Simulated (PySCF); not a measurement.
# TlH3: how settings move a single point

Which settings matter for TlH3? Each run alters one on purpose. The species was built from a template and needn't be a known compound.

Method: TPSS, Tl def2-SVP with ECP60, H def2-SVP; scalar-relativistic core potentials, no spin–orbit coupling; program: PySCF 2.14.0.

3 further runs of the same task are left out: 1 for a known fault of the program, 1 that didn't finish, 1 set aside as unsound or not needed.

## (1) Starting geometry

4 atoms, charge 0, spin multiplicity 1.

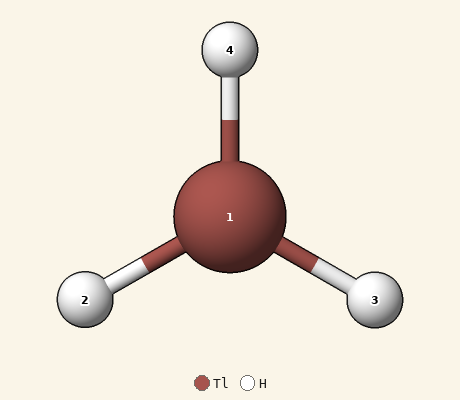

The structure; thallium brown, hydrogen white; atoms are numbered from 1 in the order of the file.

Coordinates:

| atom | x (Å) | y (Å) | z (Å) |
| --- | --- | --- | --- |
| Tl1 | 0.48213 | 0.00000 | 0.00000 |
| H2 | -0.39612 | 0.00000 | 1.52535 |
| H3 | -0.39612 | 0.00000 | -1.52535 |
| H4 | 2.24193 | 0.00000 | 0.00000 |

Formal oxidation states: Tl +3. An earlier session relaxed this geometry at TPSS, Tl def2-SVP with ECP60, H def2-SVP (singlet, point group D3h).

The sound run used a (50, 194) grid (finer on f atoms), a threshold of 1e-8 and at most 55 cycles, and ended at -174.191831 Eh.

## (2) Altered run 1

File run.py (the lines that set the calculation):

```python
mol = gto.M(atom='''
Tl     0.48213     0.00000     0.00000
H     -0.39612     0.00000     1.52535
H     -0.39612     0.00000    -1.52535
H      2.24193     0.00000     0.00000''',
    basis={'Tl': 'def2-SVP', 'H': 'def2-SVP'},
    ecp={'Tl': 'def2-SVP'},
    charge=0, spin=0)
mf = dft.RKS(mol, xc='TPSS')
mf.grids.atom_grid = (50, 194)
mf = mf.density_fit()  # fitting sets: Tl def2-universal-JKFIT, H def2-universal-JKFIT
mf.conv_tol = 1e-05; mf.max_cycle = 55
mf.kernel(dm0)  # dm0: free metal ions and neutral atoms
```

Run with:

```bash
OMP_NUM_THREADS=2 python run.py
```

The log of the run:

```text
init E= -174.238495480819
  HOMO = -0.228433651315798  LUMO = -0.0816721653602608  gap/eV = 3.99358
cycle= 1 E= -174.186803486131  delta_E= 0.0517  |g|= 0.117  |ddm|= 1.88
  HOMO = -0.271387825116066  LUMO = -0.093775435421823  gap/eV = 4.83308
cycle= 2 E= -174.190547759819  delta_E= -0.00374  |g|= 0.0711  |ddm|= 0.27
  HOMO = -0.258685454793927  LUMO = -0.0872773856674103  gap/eV = 4.66425
cycle= 3 E= -174.191773309393  delta_E= -0.00123  |g|= 0.0122  |ddm|= 0.107
  HOMO = -0.258167352098633  LUMO = -0.0883022729223928  gap/eV = 4.62226
cycle= 4 E= -174.191830303924  delta_E= -5.7e-05  |g|= 0.00154  |ddm|= 0.0257
  HOMO = -0.258131219908421  LUMO = -0.0881780078901118  gap/eV = 4.62466
cycle= 5 E= -174.191830939613  delta_E= -6.36e-07  |g|= 2.02e-05  |ddm|= 0.00242
  HOMO = -0.258116599439219  LUMO = -0.0881693904989422  gap/eV = 4.62450
Extra cycle  E= -174.191830939806  delta_E= -1.93e-10  |g|= 5.3e-06  |ddm|= 5.48e-05
converged SCF energy = -174.191830939806
```

Wall time 0.7 s (2 threads of Arm Neoverse V2, shared host).

Changed: the SCF threshold (1e-05). It converges in 5 cycles, at the sound run's energy within 0.001 eV, with a largest force component of 0.00 eV/Å. The result survives the change.

## (3) Altered run 2

run.py (the lines that set the calculation), as its differences from that of step 2:

```diff
@@ -11,3 +11,3 @@
 mf = mf.density_fit()  # fitting sets: Tl def2-universal-JKFIT, H def2-universal-JKFIT
-mf.conv_tol = 1e-05; mf.max_cycle = 55
-mf.kernel(dm0)  # dm0: free metal ions and neutral atoms
+mf.conv_tol = 1e-08; mf.max_cycle = 55
+mf.kernel(dm0)  # dm0: smeared density
```

Run with:

```bash
OMP_NUM_THREADS=2 python run.py
```

The log of the run:

```text
init E= -174.162759967312
  HOMO = -0.264068815486068  LUMO = -0.090114075709625  gap/eV = 4.73355
cycle= 1 E= -174.191688472107  delta_E= -0.0289  |g|= 0.0164  |ddm|= 0.132
  HOMO = -0.256175670414995  LUMO = -0.0882214289143031  gap/eV = 4.57027
cycle= 2 E= -174.191793526275  delta_E= -0.000105  |g|= 0.00902  |ddm|= 0.0482
  HOMO = -0.257701617730825  LUMO = -0.087832853517761  gap/eV = 4.62236
cycle= 3 E= -174.191828395398  delta_E= -3.49e-05  |g|= 0.00303  |ddm|= 0.0213
  HOMO = -0.258109288703421  LUMO = -0.0881533815063014  gap/eV = 4.62474
cycle= 4 E= -174.191830932242  delta_E= -2.54e-06  |g|= 0.00013  |ddm|= 0.00468
  HOMO = -0.258126001328169  LUMO = -0.0881758549733593  gap/eV = 4.62458
cycle= 5 E= -174.191830939719  delta_E= -7.48e-09  |g|= 1.51e-05  |ddm|= 0.000301
  HOMO = -0.258117395003372  LUMO = -0.0881691128498927  gap/eV = 4.62453
Extra cycle  E= -174.191830939744  delta_E= -2.5e-11  |g|= 1.61e-05  |ddm|= 6.13e-05
converged SCF energy = -174.191830939744
```

Wall time 0.7 s (2 threads of Arm Neoverse V2, shared host).

Changed: the starting guess (smeared density). It converges in 5 cycles, at the sound run's energy within 0.001 eV, with a largest force component of 0.00 eV/Å. The result survives the change.

## (4) Altered run 3

File run.py (the lines that set the calculation):

```python
mol = gto.M(atom='''
Tl     0.48213     0.00000     0.00000
H     -0.39612     0.00000     1.52535
H     -0.39612     0.00000    -1.52535
H      1.28213     0.00000     0.00000''',
    basis={'Tl': 'def2-SVP', 'H': 'def2-SVP'},
    ecp={'Tl': 'def2-SVP'},
    charge=0, spin=0)
mf = dft.RKS(mol, xc='TPSS')
mf.grids.atom_grid = (50, 194)
mf = mf.density_fit()  # fitting sets: Tl def2-universal-JKFIT, H def2-universal-JKFIT
mf.conv_tol = 1e-08; mf.max_cycle = 96
mf.kernel(dm0)  # dm0: free metal ions and neutral atoms
```

Run with:

```bash
OMP_NUM_THREADS=2 python run.py
```

The log of the run:

```text
init E= -174.511523130021
  HOMO = -0.165424893464221  LUMO = -0.0689588271799302  gap/eV = 2.62498
cycle= 1 E= -172.961005658417  delta_E= 1.55  |g|= 0.45  |ddm|= 3.36
  HOMO = -0.264036499923361  LUMO = -0.145306159297828  gap/eV = 3.23082
cycle= 2 E= -172.973470539915  delta_E= -0.0125  |g|= 0.378  |ddm|= 1.31
  HOMO = -0.220402345620856  LUMO = -0.104987829566208  gap/eV = 3.14059
cycle= 3 E= -173.005879063069  delta_E= -0.0324  |g|= 0.0203  |ddm|= 0.661
  HOMO = -0.217904815296394  LUMO = -0.10514859410325  gap/eV = 3.06825
cycle= 4 E= -173.006062780012  delta_E= -0.000184  |g|= 0.00445  |ddm|= 0.0583
  HOMO = -0.218066620791753  LUMO = -0.104847947325626  gap/eV = 3.08084
cycle= 5 E= -173.006072383408  delta_E= -9.6e-06  |g|= 0.00162  |ddm|= 0.0129
  HOMO = -0.218113853894926  LUMO = -0.104908770717784  gap/eV = 3.08047
cycle= 6 E= -173.006073264891  delta_E= -8.81e-07  |g|= 8.24e-05  |ddm|= 0.00356
  HOMO = -0.218107700700847  LUMO = -0.104902464871903  gap/eV = 3.08047
cycle= 7 E= -173.006073267083  delta_E= -2.19e-09  |g|= 6.29e-06  |ddm|= 0.000146
  HOMO = -0.218108020510433  LUMO = -0.104903365743335  gap/eV = 3.08046
Extra cycle  E= -173.006073267092  delta_E= -8.87e-12  |g|= 4.61e-06  |ddm|= 2.35e-05
converged SCF energy = -173.006073267092
```

It took 0.7 s on 2 threads of Arm Neoverse V2, shared host.

Changed: one atom's place (atom 4 put 0.8 Å from the metal); the cycle limit is 96. It converges in 7 cycles, +32.266 eV from the sound run, with a largest force component of 157.54 eV/Å. The setting is unsound, so these numbers aren't the compound's.

## (5) Altered run 4

File run.py (the lines that set the calculation):

```python
mol = gto.M(atom='''
Tl     0.48213     0.00000     0.00000
H     -0.39612     0.00000     1.52535
H     -0.39612     0.00000    -1.52535
H      2.24193     0.00000     0.00000''',
    basis={'Tl': 'def2-SVP', 'H': 'def2-SVP'},
    ecp={'Tl': 'def2-SVP'},
    charge=0, spin=0)
mf = dft.RKS(mol, xc='TPSS')
mf.grids.atom_grid = (30, 86)
mf = mf.density_fit()  # fitting sets: Tl def2-universal-JKFIT, H def2-universal-JKFIT
mf.conv_tol = 1e-08; mf.max_cycle = 55
mf.kernel(dm0)  # dm0: free metal ions and neutral atoms
```

Run with:

```bash
OMP_NUM_THREADS=2 python run.py
```

The log of the run:

```text
init E= -174.232088378313
  HOMO = -0.228234812724086  LUMO = -0.0815579236515216  gap/eV = 3.99128
cycle= 1 E= -174.18061197992  delta_E= 0.0515  |g|= 0.117  |ddm|= 1.88
  HOMO = -0.27138521604092  LUMO = -0.0938040028002183  gap/eV = 4.83223
cycle= 2 E= -174.184399360233  delta_E= -0.00379  |g|= 0.0713  |ddm|= 0.271
  HOMO = -0.258654193113913  LUMO = -0.0872509427535544  gap/eV = 4.66412
cycle= 3 E= -174.185638118108  delta_E= -0.00124  |g|= 0.0123  |ddm|= 0.107
  HOMO = -0.258109302273718  LUMO = -0.0882821386731552  gap/eV = 4.62123
cycle= 4 E= -174.185695659965  delta_E= -5.75e-05  |g|= 0.00158  |ddm|= 0.0259
  HOMO = -0.258078120177855  LUMO = -0.0881536123271065  gap/eV = 4.62388
cycle= 5 E= -174.185696339684  delta_E= -6.8e-07  |g|= 2.26e-05  |ddm|= 0.00252
  HOMO = -0.258062892133922  LUMO = -0.0881457511484713  gap/eV = 4.62368
cycle= 6 E= -174.185696339855  delta_E= -1.71e-10  |g|= 1.4e-05  |ddm|= 7.17e-05
  HOMO = -0.258068800255562  LUMO = -0.0881481499505883  gap/eV = 4.62378
Extra cycle  E= -174.185696339827  delta_E= 2.87e-11  |g|= 1.6e-05  |ddm|= 5.88e-05
converged SCF energy = -174.185696339827
```

Run time: 0.5 s. Hardware: 2 threads of Arm Neoverse V2, shared host.

Changed: the integration grid, to (30, 86). It converges in 6 cycles, +0.167 eV from the sound run, with a largest force component of 0.05 eV/Å. The setting is unsound, so these numbers aren't the compound's.

## (6) Altered run 5

File run.py (the lines that set the calculation):

```python
mol = gto.M(atom='''
Tl     0.53998     0.00000     0.00000
H     -0.44366     0.00000     1.70839
H     -0.44366     0.00000    -1.70839
H      2.51097     0.00000     0.00000''',
    basis={'Tl': 'def2-SVP', 'H': 'def2-SVP'},
    ecp={'Tl': 'def2-SVP'},
    charge=0, spin=0)
mf = dft.RKS(mol, xc='TPSS')
mf.grids.atom_grid = (50, 194)
mf = mf.density_fit()  # fitting sets: Tl def2-universal-JKFIT, H def2-universal-JKFIT
mf.conv_tol = 1e-08; mf.max_cycle = 55
mf.kernel(dm0)  # dm0: free metal ions and neutral atoms
```

Run with:

```bash
OMP_NUM_THREADS=2 python run.py
```

The log of the run:

```text
init E= -174.077859170943
  HOMO = -0.222178172591999  LUMO = -0.0907383299309936  gap/eV = 3.57666
cycle= 1 E= -174.161022170606  delta_E= -0.0832  |g|= 0.125  |ddm|= 1.71
  HOMO = -0.264344611281298  LUMO = -0.0933658077657835  gap/eV = 4.65257
cycle= 2 E= -174.166377509193  delta_E= -0.00536  |g|= 0.0977  |ddm|= 0.492
  HOMO = -0.257821471559585  LUMO = -0.0925054805394784  gap/eV = 4.49848
cycle= 3 E= -174.171191968265  delta_E= -0.00481  |g|= 0.0322  |ddm|= 0.247
  HOMO = -0.254952350746306  LUMO = -0.089945448053113  gap/eV = 4.49007
cycle= 4 E= -174.171449527199  delta_E= -0.000258  |g|= 0.000725  |ddm|= 0.0479
  HOMO = -0.254832897372399  LUMO = -0.0898990187274013  gap/eV = 4.48808
cycle= 5 E= -174.171449705523  delta_E= -1.78e-07  |g|= 0.000108  |ddm|= 0.00108
  HOMO = -0.254814444434246  LUMO = -0.089901725837743  gap/eV = 4.48750
cycle= 6 E= -174.171449708558  delta_E= -3.04e-09  |g|= 8.31e-05  |ddm|= 0.00039
  HOMO = -0.254839452890598  LUMO = -0.0899039740495689  gap/eV = 4.48812
Extra cycle  E= -174.171449700073  delta_E= 8.48e-09  |g|= 0.000137  |ddm|= 0.000463
converged SCF energy = -174.171449700073
```

Wall time 0.7 s (2 threads of Arm Neoverse V2, shared host).

Changed: the scale of all coordinates (1.12). It converges in 6 cycles, +0.555 eV from the sound run, with a largest force component of 1.50 eV/Å. The setting is unsound, so these numbers aren't the compound's.

## (7) Results

| run | changed | ending | energy change (eV) | cycles | time | usable |
| --- | --- | --- | --- | --- | --- | --- |
| 1 | the SCF threshold | converged | 0.000 | 5 | 0.7 s | yes |
| 2 | the starting guess | converged | 0.000 | 5 | 0.7 s | yes |
| 3 | one atom's place | converged | +32.266 | 7 | 0.7 s | no |
| 4 | the integration grid | converged | +0.167 | 6 | 0.5 s | no |
| 5 | the scale of all coordinates | converged | +0.555 | 6 | 0.7 s | no |

2 of 5 altered runs give a usable result. 3 ended normally with numbers unfit to quote.
